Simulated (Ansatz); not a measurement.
C6H14O2Si

```yaml
atoms:
  - { symbol: C, position_ang: [0.5745, -2.3424, -1.9785] }
  - { symbol: C, position_ang: [-0.0493, -1.1501, -1.2852] }
  - { symbol: C, position_ang: [-1.5632, -1.1887, -1.3269] }
  - { symbol: O, position_ang: [0.4112, 0.0277, -1.9289] }
  - { symbol: Si, position_ang: [0.7992, 1.5917, -1.6148] }
  - { symbol: O, position_ang: [0.5500, 1.8927, -0.0202] }
  - { symbol: C, position_ang: [0.0985, 1.2632, 1.1686] }
  - { symbol: C, position_ang: [1.2763, 0.6359, 1.8858] }
  - { symbol: C, position_ang: [-0.6027, 2.3026, 2.0169] }
  - { symbol: H, position_ang: [1.6635, -2.2817, -1.9406] }
  - { symbol: H, position_ang: [0.2690, -2.3696, -3.0270] }
  - { symbol: H, position_ang: [0.2618, -3.2734, -1.4998] }
  - { symbol: H, position_ang: [0.2822, -1.1385, -0.2398] }
  - { symbol: H, position_ang: [-1.9915, -0.3202, -0.8214] }
  - { symbol: H, position_ang: [-1.9394, -2.0908, -0.8387] }
  - { symbol: H, position_ang: [-1.9090, -1.1847, -2.3632] }
  - { symbol: H, position_ang: [-0.6225, 0.4796, 0.9060] }
  - { symbol: H, position_ang: [0.9509, 0.1476, 2.8074] }
  - { symbol: H, position_ang: [1.7664, -0.1102, 1.2561] }
  - { symbol: H, position_ang: [2.0112, 1.4032, 2.1401] }
  - { symbol: H, position_ang: [0.0926, 3.1024, 2.2821] }
  - { symbol: H, position_ang: [-1.4388, 2.7428, 1.4710] }
  - { symbol: H, position_ang: [-0.9859, 1.8543, 2.9367] }
```

Geometry: PBE0-D4/def2-TZVP.

Method: RKS PBE0-D4/def2-TZVPP (Ansatz 0.2.0).

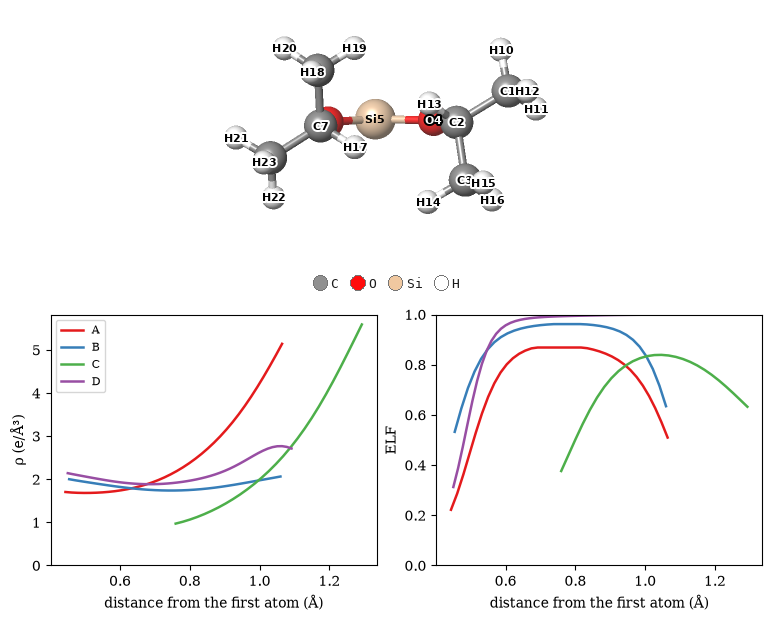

Figure 1. Electron density and electron localisation function along straight lines between neighbouring atoms. The curves leave out the atomic cores. The structure is drawn too.

Question: Which curve belongs to which contact (C–C, C–H, C–O and Si–O)? The first atom named is at distance zero.

Answer: Curve A: C–O (1.42 Å): ρ is about 2 e/Å³ halfway, with its minimum of 1.7 e/Å³ about 0.5 Å from C; the ELF peaks at about 0.85 between the atoms, as expected for a polar covalent bond. Curve B: C–C (1.51 Å): the density is about 1.7 e/Å³ at the midpoint; the ELF peaks at about 0.95 between the atoms, as expected for a covalent bond. Curve C: Si–O (1.64 Å): ρ is about 1.1 e/Å³ halfway; the ELF peaks at about 0.85 between the atoms: a polar covalent bond. Curve D: C–H (1.09 Å): the density is about 2 e/Å³ at the midpoint; the ELF climbs to about 1 towards the hydrogen, as it does in any bond to H; a covalent bond by its length.

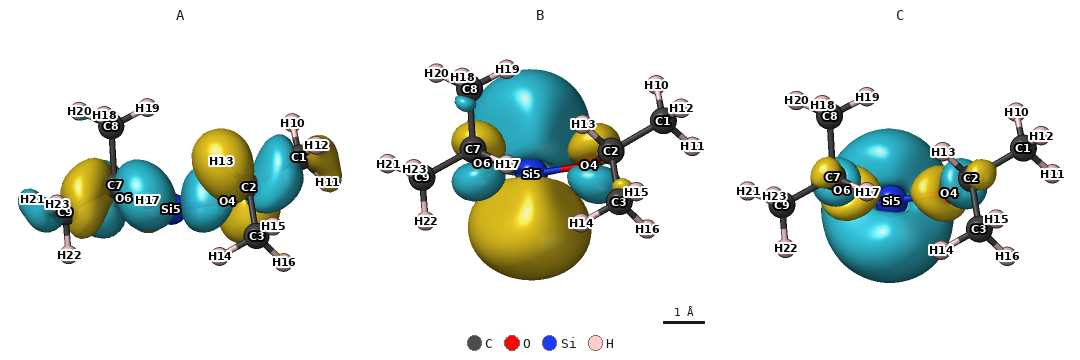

Figure 2. Three frontier orbitals at ±0.08 Å⁻³ᐟ² (yellow and cyan are the two phases), in no order.

Question: Order the three orbitals by energy and name them.

Answer: A is the HOMO−1 (−8.17 eV). By Hirshfeld shares it lies mainly on O4 (about 30 %), O6 (about 30 %), C7 (about 5 %) and C2 (about 5 %). C is the HOMO (−6.73 eV). It lies mainly on Si5 (about 80 %), O4 (about 5 %) and O6 (about 5 %). B is the LUMO (−0.70 eV). It lies mainly on Si5 (about 75 %), O4 (about 10 %) and O6 (about 10 %).

Question: What is the HOMO–LUMO gap?

Answer: 6.03 eV between the orbital energies.
